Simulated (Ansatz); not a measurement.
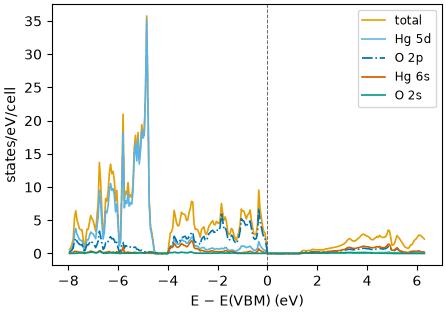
Fig. 1. Total and projected density of states of HgO in space group P3_221 (No. 154; Hg on 3a, O on 3b), LDA in the plane-wave PAW code Ansatz

Question: Which orbitals carry the states next to the gap?

Answer: Top 1 eV of the valence band: O 2p 75 %, Hg 5d 17 %, Hg 6s 5 %. Bottom 1 eV of the conduction band: O 2p 41 %, Hg 6s 28 %, Hg 5d 18 %, O 2s 9 %. Projections are on Löwdin-orthogonalised atomic valence shells; empty p or d shells of many metals are not among them.

Question: Where is the tallest occupied peak in this window, and what makes it?

Answer: Near -4.9 eV, about 36 states/eV per cell; the largest projected share is Hg 5d.

The workflow started from a Materials Project entry (that database holds measured and hypothetical structures alike); the Crystallography Open Database copy checked does not list it. COD files the formula under space group No. 44, 62, so this cell is another polymorph or a model. Whether it is the stable phase at ambient conditions was not checked. The LDA relaxation kept the symmetry of its start; its stability against distortions is not shown here. A crystal of weakly bound chains computed without a dispersion correction: the cell and the soft elastic constants depend strongly on that. Scalar-relativistic: spin–orbit coupling is off unless named, which matters more the heavier the elements.

Potentials: the later of the program's two PAW sets.
